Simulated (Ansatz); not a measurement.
The calculation's input:

```
crystal:
  periodic: [false, false, false]
  atoms:
    - {symbol: C, position_ang: [-2.637336, 1.667993, -0.766307]}
    - {symbol: C, position_ang: [-2.063734, 0.498761, -0.470987]}
    - {symbol: F, position_ang: [-3.862274, 1.981987, -0.384534]}
    - {symbol: F, position_ang: [0.531548, 1.427476, -2.019171]}
    - {symbol: F, position_ang: [0.667880, -1.240697, -0.841794]}
    - {symbol: Ga, position_ang: [-0.288046, 0.192373, -1.093842]}
    - {symbol: H, position_ang: [-2.167234, 2.473751, -1.342424]}
    - {symbol: H, position_ang: [-2.625322, -0.236845, 0.111946]}
basis:
  gaussian: {orbitals: def2-SVPD}
hamiltonian: {xc: pbe0}
output: {forces: true, orbitals: {seedname: orbitals}}
```

Launched as:

```sh
ansatz run input.yaml --threads 2 --pin off --max-ram 4350MiB --events-out events.jsonl --progress --plain --runs-dir runs
```

Geometry: PBE0-D3(BJ)/def2-SVP.

These are results of isolated molecule in a Gaussian basis; Kohn-Sham density functional theory, functional PBE0 in Ansatz 0.2.0, not measurements.

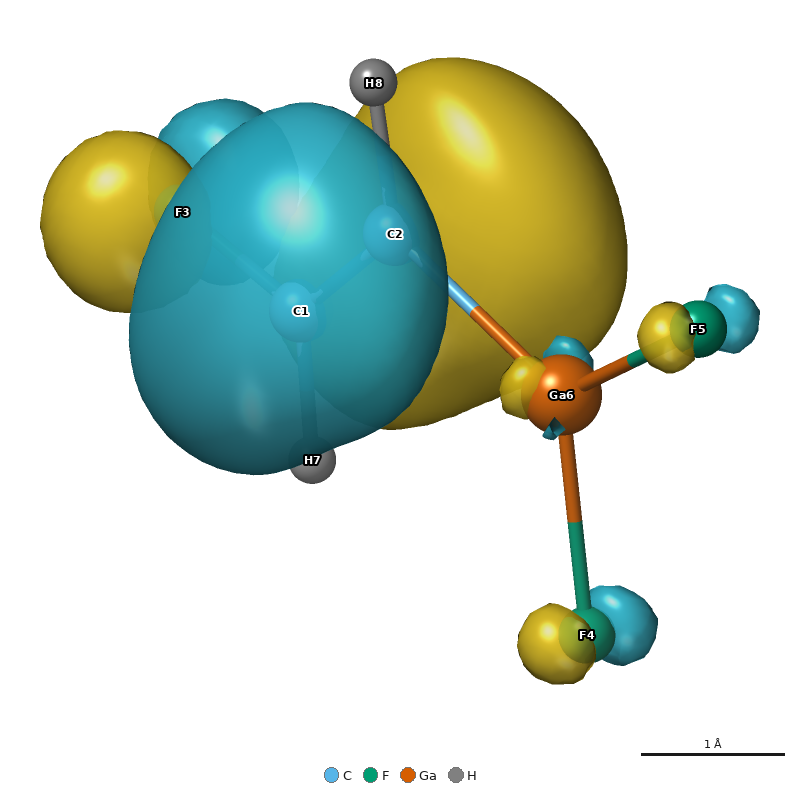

C₂H₂F₃Ga (SMILES F/C=[CH]/[Ga]([F])[F]). The HOMO at ±0.1 Å⁻³ᐟ² (yellow and cyan are the two phases), seen at an oblique angle.

Q: Where does this orbital lie, and at what energy?

A: It lies mainly on C2 (about 45 %), C1 (about 30 %), F3 (about 15 %) and Ga6 (about 10 %); it changes sign across the molecular plane (π type); π-bonding across C1–C2; π-antibonding (a node) across C1–F3. Its energy is −8.81 eV.
